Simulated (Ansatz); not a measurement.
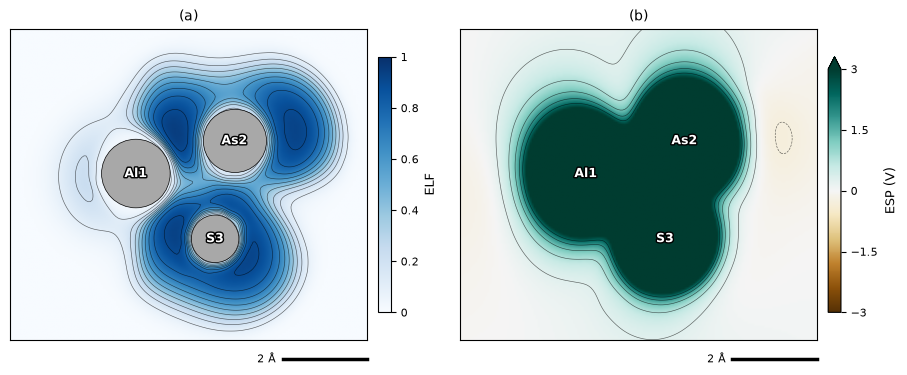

The picture shows: AlAsH4S. (a) ELF; (b) molecular electrostatic potential on the plane of atoms Al1, As2 and S3. Grey discs cover the atomic cores in the ELF map.

Geometry: PBE0-D4/def2-TZVP.

These are results of Ansatz 0.2.0, RKS PBE0-D4/def2-TZVPP, not measurements.

```xyz
7

Al   -0.8516    0.1808   -0.6922
As   -0.3428   -0.3120    1.6685
S     0.9742   -1.2774   -0.0376
H    -1.9783   -0.7249   -1.3353
H    -0.2476    1.4989   -1.3283
H     0.5926    0.8869    1.7707
H     1.9146   -0.3205   -0.0916
```

Q: Describe what can be read from this map.

A:
- The section cuts through Al, As and S sites.
- As–S (2.36 Å): the ELF peaks at about 0.85 between the atoms; a shared electron pair.
- Al–S (2.43 Å): the ELF peaks at about 0.90 in the valence shell of S, 0.9 Å from its nucleus, and is about 0.80 at the midpoint.
- Al–As (2.46 Å): the ELF peaks at about 0.85 between the atoms (a covalent bond).
- The ELF also peaks beside S3 and As2, away from the bonds: lone-pair regions.
- The potential has no marked negative region in this plane.
